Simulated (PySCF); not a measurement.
System: C5H6N2O.

```
atom    x (Å)    y (Å)    z (Å)
   C   3.2252   0.9242   0.0353
   C   2.2141   0.3311  -0.0725
   C   0.9522  -0.2521  -0.3837
   O   0.3811  -0.0514  -1.4637
   N   0.5124  -1.1493   0.5498
   C  -0.8590  -1.6424   0.2165
   C  -1.9234  -0.6071   0.4227
   N  -1.8302   0.6683   0.4251
   H   4.2386   1.2994   0.0539
   H   0.6722  -0.9189   1.5109
   H  -0.9784  -1.9379  -0.8248
   H  -1.0152  -2.5381   0.8420
   H  -2.9016  -1.1378   0.6011
   H  -0.9028   1.0437   0.1706
```

Geometry: GFN2-xTB, MD frame at 250 fs, 300 K.

The calculation used PBE0/pcSseg-1, SCF density, gas phase, non-relativistic (PySCF 2.14.0).

Predict the electron density and electron localisation function between the atoms.

Answer. C–C (1.18 Å): ρ is about 2.9 e/Å³ halfway; the ELF peaks at about 0.85 between the atoms: a multiple bond.
C–O (1.24 Å): the density is about 3.1 e/Å³ at the midpoint; the ELF peaks at about 0.85 between the atoms; a short, strongly polar bond.
C–N (1.37 Å): ρ at the midpoint is about 2.3 e/Å³; the ELF peaks at about 0.90 between the atoms; a covalent bond.
C–H (1.08 Å): ρ at the midpoint is about 2 e/Å³; the ELF climbs to about 1 towards the hydrogen, as it does in any bond to H (an ordinary covalent bond to hydrogen).

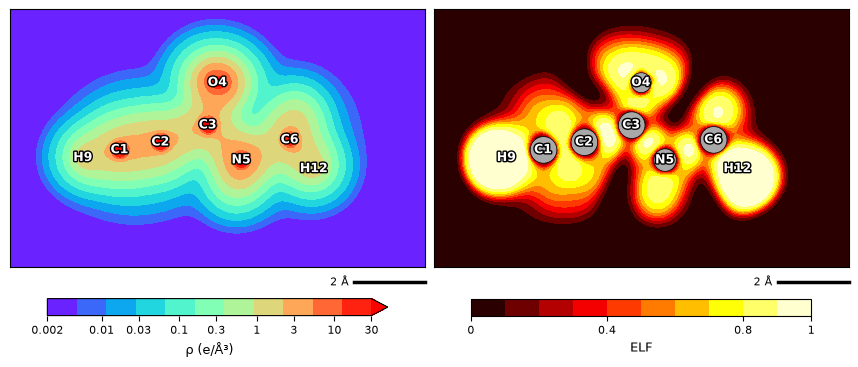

Computed electron density and electron localisation function on the plane of atoms C2, C3 and N5, in this order. Grey discs cover the atomic cores in the ELF map. 
